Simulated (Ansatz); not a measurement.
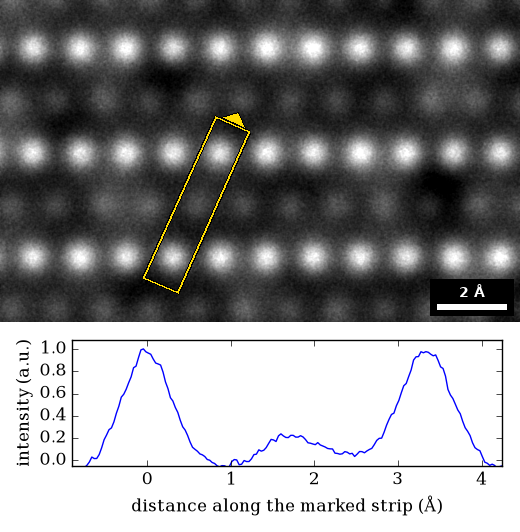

Integrated-DPC-like image of SiGe$_{2}$ (Fm-3m, No. 225) along [210]. Simulated as the projected potential of neutral atoms (B = 0.3 Å²) blurred by a 0.55 Å probe, the thin-sample limit of integrated differential phase contrast. Shot noise and the speckle of an amorphous layer were added. Atomic positions: the geometry relaxed with DFT r2SCAN, scalar-relativistic, plane waves, PAW (Ansatz); the starting structure was generated, so it need not be a known form of this composition.

```
Si Ge
1.0
     6.13980    0.00000    0.00000
     0.00000    6.13980    0.00000
     0.00000    0.00000    6.13980
Si Ge
4 8
Direct
  0.00000 0.00000 0.00000
  0.00000 0.50000 0.50000
  0.50000 0.00000 0.50000
  0.50000 0.50000 0.00000
  0.25000 0.75000 0.75000
  0.25000 0.25000 0.75000
  0.25000 0.25000 0.25000
  0.25000 0.75000 0.25000
  0.75000 0.75000 0.25000
  0.75000 0.25000 0.25000
  0.75000 0.25000 0.75000
  0.75000 0.75000 0.75000
```

The curve is the intensity along the marked strip, in the direction of its arrowhead, with zero distance at the first column. Brightness is counted from the darkest point of the image.

### Assign the peaks of the line profile.

```
position (Å)  atoms per repeat along the beam  height (% of the highest)
         0.0                             2 Ge                        100
         1.7                             1 Si                         20
         3.4                             2 Ge                        100
```
